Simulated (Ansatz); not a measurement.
# C4H11BN2: inputs that go wrong

4 inputs were typed for C4H11BN2. Each is run as it stands; the log then has to tell whether the result can be used.

Method: the settings change from run to run; program: Ansatz 0.2.0, Gaussian basis.

1 further run of the same task is left out (it didn't finish). Runs told in other sessions of the task aren't counted.

**1. The geometry**

The geometry comes from an earlier relaxation with PBE0-D4 in a triple-zeta def2 set; it is a stationary point, not always the lowest conformer.

SMILES `CC1=[N+](C)[BH2-]N1C`, 18 atoms, charge 0, spin multiplicity 1.

Atoms are counted from 1 here; the program's logs count them from 0.

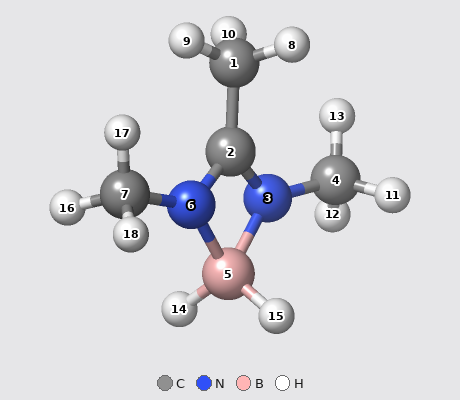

The geometry (carbon grey, nitrogen blue, boron pink, hydrogen white); atoms are numbered from 1 in the order of the file.

**2. Try 1**

The input, in.yaml:

```yaml
crystal:
  periodic: [false, false, false]
  atoms:
    - {symbol: C, position_ang: [1.434299, 0.603296, 0.974808]}
    - {symbol: C, position_ang: [0.270082, 0.135261, 0.183240]}
    - {symbol: N, position_ang: [0.264071, -0.480562, -0.986584]}
    - {symbol: C, position_ang: [1.332489, -1.160952, -1.642221]}
    - {symbol: B, position_ang: [-1.315539, -0.557291, -0.896983]}
    - {symbol: N, position_ang: [-1.019142, 0.195954, 0.464965]}
    - {symbol: C, position_ang: [-1.716692, 1.015285, 1.400270]}
    - {symbol: H, position_ang: [1.944969, -0.246926, 1.434888]}
    - {symbol: H, position_ang: [1.122432, 1.282984, 1.766659]}
    - {symbol: H, position_ang: [2.151134, 1.117918, 0.332662]}
    - {symbol: H, position_ang: [1.367200, -2.225261, -1.377802]}
    - {symbol: H, position_ang: [1.207673, -1.091801, -2.724810]}
    - {symbol: H, position_ang: [2.298473, -0.716017, -1.386457]}
    - {symbol: H, position_ang: [-1.897505, 0.118051, -1.714394]}
    - {symbol: H, position_ang: [-1.739690, -1.681223, -0.754507]}
    - {symbol: H, position_ang: [-2.140157, 1.906292, 0.921710]}
    - {symbol: H, position_ang: [-1.060441, 1.342516, 2.210867]}
    - {symbol: H, position_ang: [-2.541254, 0.453675, 1.845486]}
basis:
  gaussian: {orbitals: aug-cc-pVTZ}
hamiltonian: {xc: {name: SVWN5}}
accuracy: high
```

The run is started by

```sh
ansatz run in.yaml --threads 4 --pin off --events-out ev --progress --plain --max-ram 11315MiB
```

The log of the run:

```text
Functional definition: SVWN5
  name "SVWN5"
  cite "Dirac, Proc. Camb. Phil. Soc. 26, 376 (1930) doi:10.1017/S0305004100016108"
  cite "Slater, Phys. Rev. 81, 385 (1951) doi:10.1103/PhysRev.81.385"
  cite "Vosko, Wilk & Nusair, Can. J. Phys. 58, 1200 (1980) doi:10.1139/p80-159"
  exchange = slater_x
  correlation = vwn5_c
Error: with its integrals the run needs 18.05 GiB of memory, and 11.04 GiB are given
refused for memory
```

Wall time 0.15 s (4 threads of Arm Neoverse V2, shared host).

**Diagnosis.** The program refused the input before any cycle. It says: «with its integrals the run needs 18.05 GiB of memory, and 11.04 GiB are given» The run needs more memory than it was given. It asks for 18.05 GiB, and 11.04 GiB are there. What to do: raise the memory limit.

**3. Try 2**

The input, in.yaml:

```yaml
crystal:
  periodic: [false, false, false]
  atoms:
    - {symbol: C, position_ang: [1.434299, 0.603296, 0.974808]}
    - {symbol: C, position_ang: [0.270082, 0.135261, 0.183240]}
    - {symbol: N, position_ang: [0.264071, -0.480562, -0.986584]}
    - {symbol: C, position_ang: [1.332489, -1.160952, -1.642221]}
    - {symbol: B, position_ang: [-1.315539, -0.557291, -0.896983]}
    - {symbol: N, position_ang: [-1.019142, 0.195954, 0.464965]}
    - {symbol: C, position_ang: [-1.716692, 1.015285, 1.400270]}
    - {symbol: H, position_ang: [1.944969, -0.246926, 1.434888]}
    - {symbol: H, position_ang: [1.122432, 1.282984, 1.766659]}
    - {symbol: H, position_ang: [2.151134, 1.117918, 0.332662]}
    - {symbol: H, position_ang: [1.367200, -2.225261, -1.377802]}
    - {symbol: H, position_ang: [1.207673, -1.091801, -2.724810]}
    - {symbol: H, position_ang: [2.298473, -0.716017, -1.386457]}
    - {symbol: H, position_ang: [-1.897505, 0.118051, -1.714394]}
    - {symbol: H, position_ang: [-1.739690, -1.681223, -0.754507]}
    - {symbol: H, position_ang: [-2.140157, 1.906292, 0.921710]}
    - {symbol: H, position_ang: [-1.060441, 1.342516, 2.210867]}
    - {symbol: H, position_ang: [-2.541254, 0.453675, 1.845486]}
basis:
  gaussian: {orbitals: "6-311G**", fitting: {mean_field: cc-pVTZ-jkfit}}
hamiltonian: {xc: {name: PBEsol}, dispersion: d4}
output: {forces: true}
```

Same command.

The log of the run:

```text
Error: <dir> can't be read: No such file or directory (os error 2)
```

Wall time 0.05 s (4 threads of Arm Neoverse V2, shared host).

**Diagnosis.** The program refused the input before any cycle. Its message: «<dir> can't be read: No such file or directory (os error 2)» No basis of that name is known. Fix: choose a basis that the program's library holds for every element.

**4. Try 3**

The input, in.yaml:

```yaml
crystal:
  periodic: [true, true, true]
  atoms:
    - {symbol: C, position_ang: [1.434299, 0.603296, 0.974808]}
    - {symbol: C, position_ang: [0.270082, 0.135261, 0.183240]}
    - {symbol: N, position_ang: [0.264071, -0.480562, -0.986584]}
    - {symbol: C, position_ang: [1.332489, -1.160952, -1.642221]}
    - {symbol: B, position_ang: [-1.315539, -0.557291, -0.896983]}
    - {symbol: N, position_ang: [-1.019142, 0.195954, 0.464965]}
    - {symbol: C, position_ang: [-1.716692, 1.015285, 1.400270]}
    - {symbol: H, position_ang: [1.944969, -0.246926, 1.434888]}
    - {symbol: H, position_ang: [1.122432, 1.282984, 1.766659]}
    - {symbol: H, position_ang: [2.151134, 1.117918, 0.332662]}
    - {symbol: H, position_ang: [1.367200, -2.225261, -1.377802]}
    - {symbol: H, position_ang: [1.207673, -1.091801, -2.724810]}
    - {symbol: H, position_ang: [2.298473, -0.716017, -1.386457]}
    - {symbol: H, position_ang: [-1.897505, 0.118051, -1.714394]}
    - {symbol: H, position_ang: [-1.739690, -1.681223, -0.754507]}
    - {symbol: H, position_ang: [-2.140157, 1.906292, 0.921710]}
    - {symbol: H, position_ang: [-1.060441, 1.342516, 2.210867]}
    - {symbol: H, position_ang: [-2.541254, 0.453675, 1.845486]}
basis:
  gaussian: {orbitals: def2-TZVP, fitting: {mean_field: cc-pVTZ-jkfit}, point_charges: [{charge: 0.50, position_ang: [7.188, -0.896, -0.898]}]}
hamiltonian: {xc: {name: PBE0-DH}}
```

The command is unchanged.

The log of the run:

```text
Error: YAML parse error: error: line 2 column 3: crystal: missing field `lattice` (a structure is typed as `lattice` and `atoms`, a molecule's as `atoms` in Å alone, or read from a run's directory, `checkpoint`)
 --> <input>:2:3
  |
1 | crystal:
2 |   periodic: [true, true, true]
  |   ^ crystal: missing field `lattice` (a structure is typed as `lattice` and `atoms`, a molecule's as `atoms` in Å alone, or read from a run's directory, `checkpoint`)
3 |   atoms:
4 |     - {symbol: C, position_ang: [1.434299, 0.603296, 0.974808]}
  |
```

It took 0.05 s on 4 threads of Arm Neoverse V2, shared host.

Diagnosis: The program refused the input. The molecule is marked periodic without a cell. Fix: set periodic to false, or give a lattice, and remove the point charge.

**5. Try 4**

The input, in.yaml:

```yaml
crystal:
  periodic: [false, false, false]
  atoms:
    - {symbol: C, position_ang: [1.434299, 0.603296, 0.974808]}
    - {symbol: C, position_ang: [0.270082, 0.135261, 0.183240]}
    - {symbol: N, position_ang: [0.264071, -0.480562, -0.986584]}
    - {symbol: C, position_ang: [1.332489, -1.160952, -1.642221]}
    - {symbol: B, position_ang: [-1.315539, -0.557291, -0.896983]}
    - {symbol: N, position_ang: [-1.019142, 0.195954, 0.464965]}
    - {symbol: C, position_ang: [-1.716692, 1.015285, 1.400270]}
    - {symbol: H, position_ang: [1.944969, -0.246926, 1.434888]}
    - {symbol: H, position_ang: [1.122432, 1.282984, 1.766659]}
    - {symbol: H, position_ang: [2.151134, 1.117918, 0.332662]}
    - {symbol: H, position_ang: [1.367200, -2.225261, -1.377802]}
    - {symbol: H, position_ang: [1.207673, -1.091801, -2.724810]}
    - {symbol: H, position_ang: [2.298473, -0.716017, -1.386457]}
    - {symbol: H, position_ang: [-1.897505, 0.118051, -1.714394]}
    - {symbol: H, position_ang: [-1.739690, -1.681223, -0.754507]}
    - {symbol: H, position_ang: [-2.140157, 1.906292, 0.921710]}
    - {symbol: H, position_ang: [-1.060441, 1.342516, 2.210867]}
    - {symbol: H, position_ang: [-2.541254, 0.453675, 1.845486]}
basis:
  gaussian: {orbitals: def2-SVP, final_grid: {core_spheres: 1, valence_spheres: 1, degree: 1}}
magnetization: {spin_polarized: true, initial_magnetization: 2}
hamiltonian: {xc: {name: wB97M-V}}
```

Launched as before.

The log of the run, cut to the lines that bear on the results:

```text
Functional definition: wB97M-V
  name "wB97M-V"
  cite "Mardirossian & Head-Gordon, J. Chem. Phys. 144, 214110 (2016) doi:10.1063/1.4952647"
  cite "Becke, J. Chem. Phys. 107, 8554 (1997) doi:10.1063/1.475007"
  cite "Vydrov & Van Voorhis, J. Chem. Phys. 133, 244103 (2010) doi:10.1063/1.3521275"
  # Of w^i u^j: cxij and so on, Table III.
[...]
  gx(w, u) = 1 - cx + cx01*u + cx10*w
  gss(w, u) = css00 + css04*u^4 + css10*w + css20*w^2 + css43*w^4*u^3
  gos(w, u) = cos00 + cos10*w + (cos20 + cos21*u)*w^2 + (cos60 + cos61*u)*w^6
[...]
      + integral(e_c_pw_mod_opposite_spin*gos(b97_w_opposite, b97_u_opposite)) + vv10(b, c)
1768 factors; their error is unknown
445 factors; integrals over basis functions are off by at most 8.0e-6 eV
[...]
mean field -7932.03206065 eV, -291.4968017044 hartree, gradient 1.9e-5 eV, S^2 2.016717; 2 other end points of the search recorded, 0 dependent functions left out
reference -7932.03225682 eV, -291.4968089136 hartree; 28, 26 occupied and 125, 127 virtual orbitals, 1768 factors
Total energy: -7932.03225682 eV, -291.4968089136 hartree
```

It took 51 s on 4 threads of Arm Neoverse V2, shared host; peak memory 0.81 GiB.

**Diagnosis.** It ended without an error, which proves nothing about the input. The integration grid is far too coarse. It also asks for charge 0 and multiplicity 3, another species or state than the molecule above. Its energy carries the error of the grid. To mend it, drop final_grid and take the default grid, and set charge and spin to those of the species named.

**6. Summary**

```csv
try,level,ended,cause,time
1,SVWN5/aug-cc-pVTZ,refused,the run needs more memory than it was given,0.15 s
2,PBEsol/6-311G**,refused,no basis of that name is known,0.05 s
3,PBE0-DH/def2-TZVP,refused,the molecule is marked periodic without a cell,0.05 s
4,wB97M-V/def2-SVP,converged,the integration grid is far too coarse,51 s
```

3 refused, 1 converged. A refusal costs next to no computing time. The dangerous case is the input that converges on a wrong geometry, charge, spin, basis or grid: often only a look at the input shows it.
